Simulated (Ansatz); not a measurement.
# BF₂H₆NSi₂: single points with varied inputs

How do the results and run time of BF₂H₆NSi₂ respond when the settings are drawn wide?

Computed with Ansatz 0.2.0, Gaussian basis. Level: the settings change from run to run.

**1. The molecule**

The structure was relaxed beforehand with PBE0-D4 in a triple-zeta def2 set.

12 atoms, charge 0, spin multiplicity 1.

Atoms are counted from 1 here; the program's logs count them from 0.

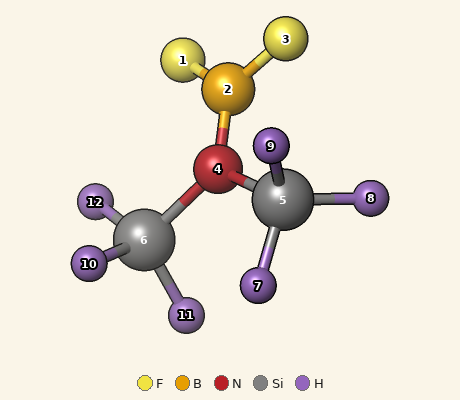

The geometry (fluorine yellow, boron amber, nitrogen red, silicon grey, hydrogen purple); atoms are numbered from 1 in the order of the file.

**2. rPW86-PBE/pcseg-2**

Options: D4 dispersion.

in.yaml reads:

```yaml
crystal:
  periodic: [false, false, false]
  atoms:
    - {symbol: F, position_ang: [1.386323, -2.194425, 0.639447]}
    - {symbol: B, position_ang: [0.356032, -1.394485, 0.878099]}
    - {symbol: F, position_ang: [-0.443035, -1.740152, 1.887470]}
    - {symbol: N, position_ang: [0.087009, -0.232096, 0.126469]}
    - {symbol: Si, position_ang: [-1.320252, 0.731310, 0.552728]}
    - {symbol: Si, position_ang: [1.077951, 0.309067, -1.215526]}
    - {symbol: H, position_ang: [-1.344438, 1.861315, -0.411468]}
    - {symbol: H, position_ang: [-2.564779, -0.062965, 0.419986]}
    - {symbol: H, position_ang: [-1.203086, 1.257655, 1.933601]}
    - {symbol: H, position_ang: [1.576273, 1.679598, -0.935719]}
    - {symbol: H, position_ang: [0.255117, 0.352413, -2.450939]}
    - {symbol: H, position_ang: [2.213984, -0.622337, -1.390148]}
basis:
  gaussian: {orbitals: pcseg-2}
hamiltonian: {xc: {name: rPW86-PBE}, dispersion: d4}
```

Started as:

```console
ansatz run in.yaml --threads 4 --pin off --events-out ev --progress --plain --max-ram 11315MiB
```

Output:

```text
Functional definition: rPW86-PBE
  name "rPW86-PBE"
  cite "Murray, Lee & Langreth, J. Chem. Theory Comput. 5, 2754 (2009) doi:10.1021/ct900365q"
  cite "Perdew, Burke & Ernzerhof, Phys. Rev. Lett. 77, 3865 (1996) doi:10.1103/PhysRevLett.77.3865"
  parent pbe
  exchange = rpw86_x
  correlation = pbe_c
1468 factors; their error is unknown
mean field evaluation 1: about -23480.0590 eV, gradient 8.5e1 eV
mean field evaluation 2: about -23441.9013 eV, gradient 1.4e2 eV
mean field evaluation 4: about -23492.2090 eV, gradient 1.8e1 eV
mean field evaluation 8: about -23492.6698 eV, gradient 1.6e-1 eV
mean field evaluation 16: about -23492.5929 eV, gradient 1.3e-4 eV
mean field -23492.59289414 eV, -863.3368650082 hartree, gradient 6.2e-5 eV, S^2 0.000000; 0 other end points of the search recorded, 0 dependent functions left out
reference -23492.59305196 eV, -863.3368708080 hartree; 32, 32 occupied and 240, 240 virtual orbitals, 1468 factors
Total energy: -23492.93908490 eV, -863.3495872840 hartree
```

Run time: 6 s. Hardware: 4 threads of Arm Neoverse V2, shared host; peak memory 0.44 GiB.

**3. LC-wPBE/def2-TZVP**

This run has atoms shaken by 0.03 Å.

in.yaml reads:

```yaml
crystal:
  periodic: [false, false, false]
  atoms:
    - {symbol: F, position_ang: [1.440157, -2.187245, 0.615046]}
    - {symbol: B, position_ang: [0.372881, -1.363043, 0.842301]}
    - {symbol: F, position_ang: [-0.462959, -1.743293, 1.926523]}
    - {symbol: N, position_ang: [0.040814, -0.253138, 0.100105]}
    - {symbol: Si, position_ang: [-1.302608, 0.756953, 0.575677]}
    - {symbol: Si, position_ang: [1.073272, 0.314506, -1.270574]}
    - {symbol: H, position_ang: [-1.334944, 1.904944, -0.391395]}
    - {symbol: H, position_ang: [-2.572891, -0.058113, 0.414440]}
    - {symbol: H, position_ang: [-1.214654, 1.277597, 1.829836]}
    - {symbol: H, position_ang: [1.613068, 1.683934, -0.950833]}
    - {symbol: H, position_ang: [0.293911, 0.353384, -2.407428]}
    - {symbol: H, position_ang: [2.264850, -0.613200, -1.433252]}
basis:
  gaussian: {orbitals: def2-TZVP}
hamiltonian: {xc: {name: LC-wPBE}}
```

The command is unchanged.

Output (excerpt; [...] marks lines left out):

```text
Functional definition: LC-wPBE
  name "LC-wPBE"
  cite "Vydrov & Scuseria, J. Chem. Phys. 125, 234109 (2006) doi:10.1063/1.2409292"
  cite "Heyd & Scuseria, J. Chem. Phys. 120, 7274 (2004) doi:10.1063/1.1668634"
  cite "Ernzerhof & Perdew, J. Chem. Phys. 109, 3313 (1998) doi:10.1063/1.476928"
  cite "Perdew, Burke & Ernzerhof, Phys. Rev. Lett. 77, 3865 (1996) doi:10.1103/PhysRevLett.77.3865"
  parent pbe
[...]
1404 factors; their error is unknown
511 factors; integrals over basis functions are off by at most 1.9e-5 eV
[...]
mean field -23452.44799058 eV, -861.8615670136 hartree, gradient 4.1e-5 eV, S^2 0.000000; 0 other end points of the search recorded, 0 dependent functions left out
reference -23452.44799059 eV, -861.8615670139 hartree; 32, 32 occupied and 202, 202 virtual orbitals, 1404 factors
Total energy: -23452.44799059 eV, -861.8615670139 hartree
```

Wall time 2.7 s (4 threads of Arm Neoverse V2, shared host); peak memory 0.49 GiB.

**4. SPW92/def2-TZVPD**

This run has atoms shaken by 0.03 Å.

in.yaml reads:

```yaml
crystal:
  periodic: [false, false, false]
  atoms:
    - {symbol: F, position_ang: [1.348698, -2.193408, 0.637785]}
    - {symbol: B, position_ang: [0.392917, -1.384142, 0.902682]}
    - {symbol: F, position_ang: [-0.462342, -1.768123, 1.889695]}
    - {symbol: N, position_ang: [0.095212, -0.256914, 0.102701]}
    - {symbol: Si, position_ang: [-1.306684, 0.769566, 0.560258]}
    - {symbol: Si, position_ang: [1.083525, 0.383015, -1.201455]}
    - {symbol: H, position_ang: [-1.342967, 1.889738, -0.440067]}
    - {symbol: H, position_ang: [-2.576863, 0.010885, 0.423393]}
    - {symbol: H, position_ang: [-1.218503, 1.284694, 1.903642]}
    - {symbol: H, position_ang: [1.591600, 1.725212, -0.942478]}
    - {symbol: H, position_ang: [0.318567, 0.375474, -2.434802]}
    - {symbol: H, position_ang: [2.225812, -0.645473, -1.403933]}
basis:
  gaussian: {orbitals: def2-TZVPD}
hamiltonian: {xc: {name: SPW92}}
```

The command is unchanged.

Output:

```text
Functional definition: SPW92
  name "SPW92"
  cite "Dirac, Proc. Camb. Phil. Soc. 26, 376 (1930) doi:10.1017/S0305004100016108"
  cite "Slater, Phys. Rev. 81, 385 (1951) doi:10.1103/PhysRev.81.385"
  cite "Perdew & Wang, Phys. Rev. B 45, 13244 (1992) doi:10.1103/PhysRevB.45.13244"
  exchange = slater_x
  correlation = pw_c
1594 factors; their error is unknown
mean field evaluation 1: about -23332.6677 eV, gradient 7.8e1 eV
mean field evaluation 2: about -23294.6427 eV, gradient 1.4e2 eV
mean field evaluation 4: about -23343.2981 eV, gradient 1.7e1 eV
mean field evaluation 8: about -23343.7038 eV, gradient 7.3e-2 eV
mean field evaluation 16: about -23343.6896 eV, gradient 7.8e-5 eV
mean field -23343.68959943 eV, -857.8647698580 hartree, gradient 7.8e-5 eV, S^2 0.000000; 0 other end points of the search recorded, 0 dependent functions left out
reference -23343.68966025 eV, -857.8647720932 hartree; 32, 32 occupied and 262, 262 virtual orbitals, 1594 factors
Total energy: -23343.68966025 eV, -857.8647720932 hartree
```

Run time: 1.9 s. Hardware: 4 threads of Arm Neoverse V2, shared host; peak memory 0.48 GiB.

**5. MP2/cc-pVTZ-DK**

Set apart from the defaults: multiplicity 3, the search for lower states set to off.

in.yaml reads:

```yaml
crystal:
  periodic: [false, false, false]
  atoms:
    - {symbol: F, position_ang: [1.386323, -2.194425, 0.639447]}
    - {symbol: B, position_ang: [0.356032, -1.394485, 0.878099]}
    - {symbol: F, position_ang: [-0.443035, -1.740152, 1.887470]}
    - {symbol: N, position_ang: [0.087009, -0.232096, 0.126469]}
    - {symbol: Si, position_ang: [-1.320252, 0.731310, 0.552728]}
    - {symbol: Si, position_ang: [1.077951, 0.309067, -1.215526]}
    - {symbol: H, position_ang: [-1.344438, 1.861315, -0.411468]}
    - {symbol: H, position_ang: [-2.564779, -0.062965, 0.419986]}
    - {symbol: H, position_ang: [-1.203086, 1.257655, 1.933601]}
    - {symbol: H, position_ang: [1.576273, 1.679598, -0.935719]}
    - {symbol: H, position_ang: [0.255117, 0.352413, -2.450939]}
    - {symbol: H, position_ang: [2.213984, -0.622337, -1.390148]}
basis:
  gaussian: {orbitals: cc-pVTZ-DK}
magnetization: {spin_polarized: true, initial_magnetization: 2}
hamiltonian: {xc: {name: HF}}
correlation: {method: mp2}
scf: {lower_state_search: off}
```

Same command.

Output (excerpt; [...] marks lines left out):

```text
Functional definition: HF
  name "HF"
  cite "Fock, Z. Phys. 61, 126 (1930) doi:10.1007/BF01340294"
  parent pbe
[...]
1598 factors; integrals over basis functions are off by at most 1.0e-3 eV
[...]
mean field -23425.53908624 eV, -860.8726830186 hartree, gradient 2.7e-6 eV, S^2 2.011954; 0 other end points of the search recorded, 0 dependent functions left out
14 core orbitals not correlated: weight in the atoms' cores, before any rotation towards them, 1.000 or more for the frozen orbitals, at most 0.000 for the correlated occupied ones
reference -23425.53908624 eV, -860.8726830186 hartree; 19, 17 occupied and 239, 241 virtual orbitals, 1598 factors
second order -28.26008904 eV of doubles, -0.00000000 eV of singles
Total energy: -23453.79917528 eV, -861.9112221354 hartree
Relativity: scalar
Checks for a lower state left out: stability, starts, cluster_reference, orbital_swaps, neighbouring_geometries, increment
```

Run time: 6.5 s. Hardware: 4 threads of Arm Neoverse V2, shared host; peak memory 0.83 GiB.

⟨S²⟩ 2.012.

**6. PBE/6-31G***

Options: unrestricted orbitals, atoms shaken by 0.08 Å, density fitting with def2-universal-jkfit, D3(BJ) with three-body dispersion.

in.yaml reads:

```yaml
crystal:
  periodic: [false, false, false]
  atoms:
    - {symbol: F, position_ang: [1.475889, -2.264433, 0.750307]}
    - {symbol: B, position_ang: [0.434838, -1.256475, 0.820899]}
    - {symbol: F, position_ang: [-0.527947, -1.744082, 1.935833]}
    - {symbol: N, position_ang: [0.087765, -0.217053, 0.190775]}
    - {symbol: Si, position_ang: [-1.319946, 0.916041, 0.425342]}
    - {symbol: Si, position_ang: [1.158921, 0.312558, -1.225818]}
    - {symbol: H, position_ang: [-1.463763, 1.789189, -0.343864]}
    - {symbol: H, position_ang: [-2.591946, 0.020032, 0.367899]}
    - {symbol: H, position_ang: [-1.279959, 1.190583, 1.869635]}
    - {symbol: H, position_ang: [1.515591, 1.720878, -0.986675]}
    - {symbol: H, position_ang: [0.373050, 0.299462, -2.515436]}
    - {symbol: H, position_ang: [2.291690, -0.650144, -1.458311]}
basis:
  gaussian: {orbitals: "6-31G*", fitting: {mean_field: def2-universal-jkfit}}
magnetization: {spin_polarized: true, initial_magnetization: 0}
hamiltonian: {xc: {name: PBE}, dispersion: d3bjatm}
```

The command is unchanged.

Output:

```text
Functional definition: PBE
  name "PBE"
  cite "Perdew, Burke & Ernzerhof, Phys. Rev. Lett. 77, 3865 (1996) doi:10.1103/PhysRevLett.77.3865"
  parent pbe
  parameter kappa = 0.804
  parameter beta = 0.06672455060314922
  exchange = pbe_x(kappa = kappa, mu = beta*pi^2/3)
  correlation = pbe_c(beta = beta)
670 factors; integrals over basis functions are off by at most 8.3e-2 eV
mean field evaluation 1: about -23428.2911 eV, gradient 4.8e1 eV
mean field evaluation 2: about -23402.3461 eV, gradient 8.6e1 eV
mean field evaluation 4: about -23436.6910 eV, gradient 9.4e0 eV
mean field evaluation 8: about -23436.9682 eV, gradient 2.1e-1 eV
mean field evaluation 16: about -23436.9684 eV, gradient 1.5e-5 eV
mean field -23436.96840163 eV, -861.2927026120 hartree, gradient 1.5e-5 eV, S^2 0.000000; 0 other end points of the search recorded, 0 dependent functions left out
reference -23436.96844061 eV, -861.2927040447 hartree; 32, 32 occupied and 78, 78 virtual orbitals, 670 factors
Total energy: -23437.25347523 eV, -861.3031788739 hartree
```

It took 1.4 s on 4 threads of Arm Neoverse V2, shared host.

⟨S²⟩ 0.000.

**7. wB97X/aug-cc-pVDZ**

This run has density fitting with def2-universal-jkfit.

in.yaml reads:

```yaml
crystal:
  periodic: [false, false, false]
  atoms:
    - {symbol: F, position_ang: [1.386323, -2.194425, 0.639447]}
    - {symbol: B, position_ang: [0.356032, -1.394485, 0.878099]}
    - {symbol: F, position_ang: [-0.443035, -1.740152, 1.887470]}
    - {symbol: N, position_ang: [0.087009, -0.232096, 0.126469]}
    - {symbol: Si, position_ang: [-1.320252, 0.731310, 0.552728]}
    - {symbol: Si, position_ang: [1.077951, 0.309067, -1.215526]}
    - {symbol: H, position_ang: [-1.344438, 1.861315, -0.411468]}
    - {symbol: H, position_ang: [-2.564779, -0.062965, 0.419986]}
    - {symbol: H, position_ang: [-1.203086, 1.257655, 1.933601]}
    - {symbol: H, position_ang: [1.576273, 1.679598, -0.935719]}
    - {symbol: H, position_ang: [0.255117, 0.352413, -2.450939]}
    - {symbol: H, position_ang: [2.213984, -0.622337, -1.390148]}
basis:
  gaussian: {orbitals: aug-cc-pVDZ, fitting: {mean_field: def2-universal-jkfit}}
hamiltonian: {xc: {name: wB97X}}
output: {forces: true}
```

The command is unchanged.

Output (excerpt; [...] marks lines left out):

```text
Functional definition: wB97X
  name "wB97X"
  cite "Chai & Head-Gordon, J. Chem. Phys. 128, 084106 (2008) doi:10.1063/1.2834918"
  cite "Becke, J. Chem. Phys. 107, 8554 (1997) doi:10.1063/1.475007"
[...]
  # The coefficients of nought are those of the uniform gas.
[...]
      + exact_x_lr(omega)
[...]
      + integral(e_c_pw_opposite_spin*poly(b97_u_opposite, 1, cos1, cos2, cos3, cos4))
670 factors; integrals over basis functions are off by at most 3.2e-1 eV
670 factors; integrals over basis functions are off by at most 5.8e-4 eV
[...]
mean field -23456.81756578 eV, -862.0221459403 hartree, gradient 7.6e-6 eV, S^2 0.000000; 0 other end points of the search recorded, 0 dependent functions left out
[...]
reference -23456.81747707 eV, -862.0221426804 hartree; 32, 32 occupied and 168, 168 virtual orbitals, 670 factors
Total energy: -23456.81747707 eV, -862.0221426804 hartree
[...]
Atom 2 at    -0.443035    -1.740152     1.887470 Å, force    -0.531428    -0.248640     0.687614 eV/Å
Atom 3 at     0.087009    -0.232096     0.126469 Å, force     0.110653    -0.481445     0.312840 eV/Å
Atom 4 at    -1.320252     0.731310     0.552728 Å, force    -0.537845     0.321402     0.201526 eV/Å
Atom 5 at     1.077951     0.309067    -1.215526 Å, force     0.435970     0.141533    -0.507432 eV/Å
Atom 6 at    -1.344438     1.861315    -0.411468 Å, force    -0.005894     0.133316    -0.111481 eV/Å
Atom 7 at    -2.564779    -0.062965     0.419986 Å, force    -0.131591    -0.095726    -0.019697 eV/Å
Atom 8 at    -1.203086     1.257655     1.933601 Å, force     0.023960     0.054460     0.152682 eV/Å
Atom 9 at     1.576273     1.679598    -0.935719 Å, force     0.047842     0.157969     0.041386 eV/Å
Atom 10 at     0.255117     0.352413    -2.450939 Å, force    -0.105803     0.005567    -0.132264 eV/Å
Atom 11 at     2.213984    -0.622337    -1.390148 Å, force     0.123889    -0.108822    -0.013397 eV/Å
Dipole moment:    -0.069608     0.293271    -0.187968 e Å
```

Wall time 8 s (4 threads of Arm Neoverse V2, shared host); peak memory 0.66 GiB.

Largest force 0.914 eV/Å, dipole 1.71 D.

**8. wB97/aug-cc-pVDZ**

Options: charge +1, multiplicity 2, high accuracy.

in.yaml: that of step 7 with these lines changed.

```diff
@@ -16,4 +16,7 @@
 basis:
-  gaussian: {orbitals: aug-cc-pVDZ, fitting: {mean_field: def2-universal-jkfit}}
-hamiltonian: {xc: {name: wB97X}}
+  gaussian: {orbitals: aug-cc-pVDZ}
+total_charge: 1
+magnetization: {spin_polarized: true, initial_magnetization: 1}
+hamiltonian: {xc: {name: wB97}}
+accuracy: high
 output: {forces: true}
```

Same command.

Output (excerpt; [...] marks lines left out):

```text
Functional definition: wB97
  name "wB97"
  cite "Chai & Head-Gordon, J. Chem. Phys. 128, 084106 (2008) doi:10.1063/1.2834918"
  cite "Becke, J. Chem. Phys. 107, 8554 (1997) doi:10.1063/1.475007"
[...]
  # The coefficients of nought are those of the uniform gas.
[...]
      + integral(e_c_pw_opposite_spin*poly(b97_u_opposite, 1, cos1, cos2, cos3, cos4))
4062 factors; integrals over basis functions are off by at most 3.7e-9 eV
1138 factors; integrals over basis functions are off by at most 2.5e-9 eV
[...]
mean field -23446.46461062 eV, -861.6416818559 hartree, gradient 3.8e-8 eV, S^2 0.759323; 0 other end points of the search recorded, 0 dependent functions left out
[...]
reference -23446.46460536 eV, -861.6416816623 hartree; 32, 31 occupied and 168, 169 virtual orbitals, 4062 factors
Total energy: -23446.46460536 eV, -861.6416816623 hartree
[...]
Atom 2 at    -0.443035    -1.740152     1.887470 Å, force    -0.238976     0.439187    -0.158545 eV/Å
Atom 3 at     0.087009    -0.232096     0.126469 Å, force    -0.361797     1.022976    -0.559188 eV/Å
Atom 4 at    -1.320252     0.731310     0.552728 Å, force    -2.358994     2.057975     0.303986 eV/Å
Atom 5 at     1.077951     0.309067    -1.215526 Å, force     2.263872     0.325179    -2.228848 eV/Å
Atom 6 at    -1.344438     1.861315    -0.411468 Å, force     0.214806    -0.067074    -0.130227 eV/Å
Atom 7 at    -2.564779    -0.062965     0.419986 Å, force     0.091266    -0.502070    -0.044691 eV/Å
Atom 8 at    -1.203086     1.257655     1.933601 Å, force     0.377178    -0.228213     0.269763 eV/Å
Atom 9 at     1.576273     1.679598    -0.935719 Å, force    -0.260502     0.239884     0.400722 eV/Å
Atom 10 at     0.255117     0.352413    -2.450939 Å, force    -0.534571    -0.031625     0.096046 eV/Å
Atom 11 at     2.213984    -0.622337    -1.390148 Å, force    -0.063602    -0.153774     0.182784 eV/Å
Dipole moment:    -0.187847     0.715353    -0.444521 e Å
```

Wall time 90 s (4 threads of Arm Neoverse V2, shared host); peak memory 2.4 GiB.

Largest force 4.227 eV/Å, ⟨S²⟩ 0.759.

**9. B97/cc-pVDZ**

in.yaml: that of step 8 with these lines changed.

```diff
@@ -16,7 +16,3 @@
 basis:
-  gaussian: {orbitals: aug-cc-pVDZ}
-total_charge: 1
-magnetization: {spin_polarized: true, initial_magnetization: 1}
-hamiltonian: {xc: {name: wB97}}
-accuracy: high
-output: {forces: true}
+  gaussian: {orbitals: cc-pVDZ}
+hamiltonian: {xc: {name: B97}}
```

Same command.

Output (excerpt; [...] marks lines left out):

```text
Functional definition: B97
  name "B97"
  cite "Becke, J. Chem. Phys. 107, 8554 (1997) doi:10.1063/1.475007"
[...]
      + integral(e_c_pw_opposite_spin*poly(b97_u_opposite, cos0, cos1, cos2))
1147 factors; integrals over basis functions are off by at most 9.9e-4 eV
[...]
mean field -23453.63433964 eV, -861.9051645376 hartree, gradient 2.6e-5 eV, S^2 0.000000; 0 other end points of the search recorded, 0 dependent functions left out
reference -23453.63436668 eV, -861.9051655312 hartree; 32, 32 occupied and 90, 90 virtual orbitals, 1147 factors
Total energy: -23453.63436668 eV, -861.9051655312 hartree
```

It took 3.4 s on 4 threads of Arm Neoverse V2, shared host; peak memory 0.33 GiB.

**10. CAM-B3LYP/def2-TZVP**

This run has D3(BJ) dispersion.

in.yaml: that of step 9 with these lines changed.

```diff
@@ -16,3 +16,4 @@
 basis:
-  gaussian: {orbitals: cc-pVDZ}
-hamiltonian: {xc: {name: B97}}
+  gaussian: {orbitals: def2-TZVP}
+hamiltonian: {xc: {name: CAM-B3LYP}, dispersion: d3bj}
+output: {forces: true}
```

Launched as before.

Output (excerpt; [...] marks lines left out):

```text
Functional definition: CAM-B3LYP
  name "CAM-B3LYP"
  cite "Yanai, Tew & Handy, Chem. Phys. Lett. 393, 51 (2004) doi:10.1016/j.cplett.2004.06.011"
  cite "Iikura, Tsuneda, Yanai & Hirao, J. Chem. Phys. 115, 3540 (2001) doi:10.1063/1.1383587"
  cite "Becke, Phys. Rev. A 38, 3098 (1988) doi:10.1103/PhysRevA.38.3098"
  cite "Lee, Yang & Parr, Phys. Rev. B 37, 785 (1988) doi:10.1103/PhysRevB.37.785"
  cite "Vosko, Wilk & Nusair, Can. J. Phys. 58, 1200 (1980) doi:10.1139/p80-159"
[...]
  # Exact exchange under (alpha + beta erf(omega r))/r, Becke's under what is left of 1/r.
[...]
1422 factors; their error is unknown
396 factors; integrals over basis functions are off by at most 1.9e-5 eV
[...]
mean field -23460.54730178 eV, -862.1592112102 hartree, gradient 3.7e-5 eV, S^2 0.000000; 0 other end points of the search recorded, 0 dependent functions left out
[...]
Atom 2 at    -0.443035    -1.740152     1.887470 Å, force     0.008927    -0.019924     0.009262 eV/Å
Atom 3 at     0.087009    -0.232096     0.126469 Å, force    -0.008825    -0.033484     0.034972 eV/Å
Atom 4 at    -1.320252     0.731310     0.552728 Å, force    -0.075897     0.044485     0.027910 eV/Å
Atom 5 at     1.077951     0.309067    -1.215526 Å, force     0.084563    -0.004678    -0.069157 eV/Å
Atom 6 at    -1.344438     1.861315    -0.411468 Å, force    -0.004315    -0.108965     0.099274 eV/Å
Atom 7 at    -2.564779    -0.062965     0.419986 Å, force     0.121226     0.073595     0.014626 eV/Å
Atom 8 at    -1.203086     1.257655     1.933601 Å, force    -0.010302    -0.053588    -0.131509 eV/Å
Atom 9 at     1.576273     1.679598    -0.935719 Å, force    -0.048251    -0.130915    -0.027244 eV/Å
Atom 10 at     0.255117     0.352413    -2.450939 Å, force     0.078381    -0.003183     0.118480 eV/Å
Atom 11 at     2.213984    -0.622337    -1.390148 Å, force    -0.112353     0.089442     0.018785 eV/Å
Dipole moment:    -0.069651     0.290106    -0.185178 e Å
```

It took 4.6 s on 4 threads of Arm Neoverse V2, shared host; peak memory 0.82 GiB.

Largest force 0.199 eV/Å, dipole 1.69 D.

**11. The runs in one table**

| level | charge | multiplicity | geometry | functions | energy (eV) | time |
| --- | --- | --- | --- | --- | --- | --- |
| rPW86-PBE/pcseg-2 | 0 | 1 | relaxed | 272 | -23492.939 | 6 s |
| LC-wPBE/def2-TZVP | 0 | 1 | shaken | 234 | -23452.448 | 2.7 s |
| SPW92/def2-TZVPD | 0 | 1 | shaken | 294 | -23343.690 | 1.9 s |
| MP2/cc-pVTZ-DK | 0 | 3 | relaxed | 272 | -23453.799 | 6.5 s |
| PBE/6-31G* | 0 | 1 | shaken | 110 | -23437.253 | 1.4 s |
| wB97X/aug-cc-pVDZ | 0 | 1 | relaxed | 200 | -23456.817 | 8 s |
| wB97/aug-cc-pVDZ | 1 | 2 | relaxed | 200 | -23446.465 | 90 s |
| B97/cc-pVDZ | 0 | 1 | relaxed | 122 | -23453.634 | 3.4 s |
| CAM-B3LYP/def2-TZVP | 0 | 1 | relaxed | 234 | -23460.797 | 4.6 s |

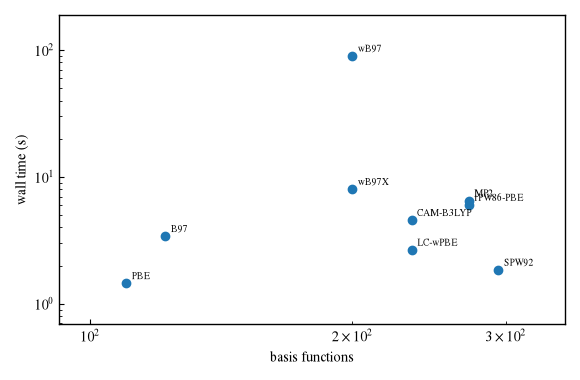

Wall time against the number of basis functions (shared host).

**12. Summary of results**

```
                                         quantity                   value
                                             runs                       9
                                         quickest       PBE/6-31G*, 1.4 s
                                          slowest  wB97/aug-cc-pVDZ, 90 s
spread of total energies, same state and geometry                 39.3 eV
                  dipole, same state and geometry          1.69 to 1.71 D
```

Run time spans a factor of 62, from PBE/6-31G* to wB97/aug-cc-pVDZ. The jobs differ in tasks and options as well as level. The totals spread over 39 eV; they can't be compared across methods or bases. At the PBE0-D4/def2-TZVP geometry and in the same state, the sound runs without point charges leave forces up to 0.91 eV/Å (wB97X/aug-cc-pVDZ).
